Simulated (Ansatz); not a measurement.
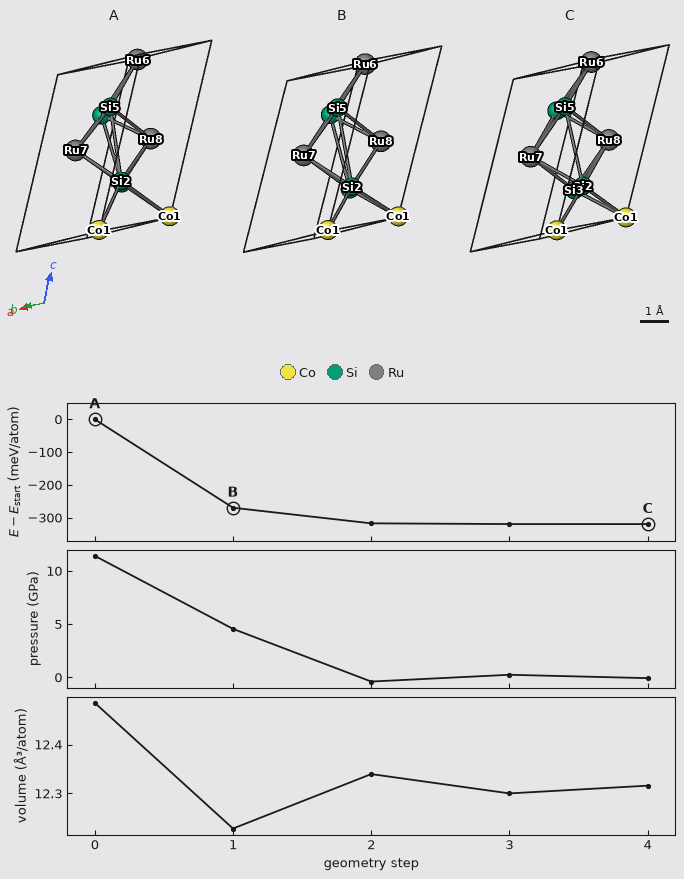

Frames of a relaxation of crystalline CoSi4Ru3 (a generated structure, set up in P1) (coarse preliminary run), marked on the history of the run. Style: ball-and-stick. Shown: the cell of the calculation, from a free direction.

Method: DFT PBE, scalar-relativistic, plane waves, PAW (Ansatz). (plane-wave cutoff 420 eV; k-point mesh 6 × 6 × 6; occupations gaussian; smearing width 0.2 eV; collinear spin; cell and atoms relaxed; force threshold 0.025 eV/Å; at most 60 steps)

What happens along the run?

Answer. The run was cut off at its time limit before the relaxation converged, so the last structure is only a point on the way. After 4 geometry steps the energy has fallen by 319 meV per atom. The largest force component goes from 4.9 to 0.0027 eV/Å. Pressure: 11.42 GPa at the start and −0.06 GPa at the end. The largest move relative to the cell is that of a Si atom, 0.32 Å along [2 −1 3]. By element the largest moves are Si 0.32 Å, Ru 0.16 Å, Co 0.08 Å. The volume changes by −1.4 %, with a 3.973 → 4.126 Å (+3.9 %), b 4.226 → 4.127 Å (−2.3 %), c 6.635 → 6.482 Å (−2.3 %), α 109.0° → 108.6°, β 107.4° → 108.6°, γ 90.1° → 90.0°. Near-neighbour distances that change, for instance: Si–Si 3.395 → 2.834 Å, Co–Si 2.941 → 2.504 Å, Si–Si 3.228 → 2.834 Å, Si–Si 2.574 → 2.952 Å. The space group (tolerance 0.01 Å) goes from P1 (No. 1) to I4/mmm (No. 139). The program noted that the starting moments weren't kept. Cost: 9.5 min on 4 threads of Intel(R) Xeon(R) Processor @ 2.50GHz (Skylake/Cascade Lake), on a shared host, peak memory 1 GiB. From step 0 to 1: a Si atom moves most (0.18 Å), volume −2.1 %, energy −270 meV per atom. From step 1 to 4: a Si atom moves most (0.15 Å), volume +0.7 %, energy −49.8 meV per atom.

```csv
step,"E − E(0), meV/atom","largest force component, eV/Å","pressure, GPa","volume, Å³/atom"
0,0.00,4.9386,11.42,12.485
1,-269.52,1.5939,4.56,12.228
2,-317.04,0.3260,-0.38,12.340
3,-319.27,0.0252,0.25,12.300
4,-319.30,0.0027,-0.06,12.316
```
